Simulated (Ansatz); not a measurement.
The starting structures come from a database of crystals and need not be the phases stable at ambient conditions.

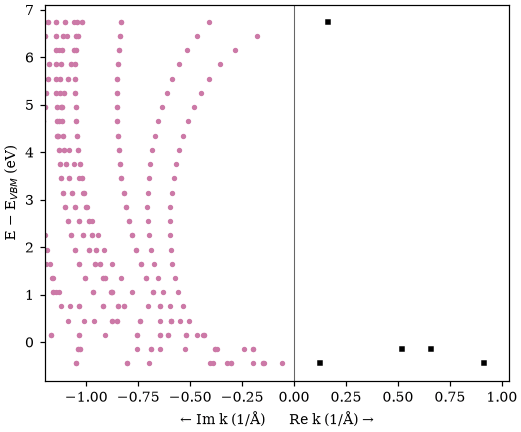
Figure: Complex bands at the centre of the two-dimensional zone; r2SCAN run with Ansatz (a quantum-chemistry and plane-wave program)

The gap is the functional's own, uncorrected, and κ follows it; spin-orbit coupling is left out. Mid-gap values are interpolated between the computed energies.

### Question
This is CaSnF6 (R-3, not sure to be the ambient phase, 8 atoms a cell, 17.8 Å³ an atom) along the normal of (110). Read off the slowest decay at the centre of the two-dimensional zone at 3.45 eV, the computed energy nearest the middle of the gap.

### Answer
κ ≈ 0.58 1/Å, a decay length 1/(2κ) of the density of 0.86 Å.
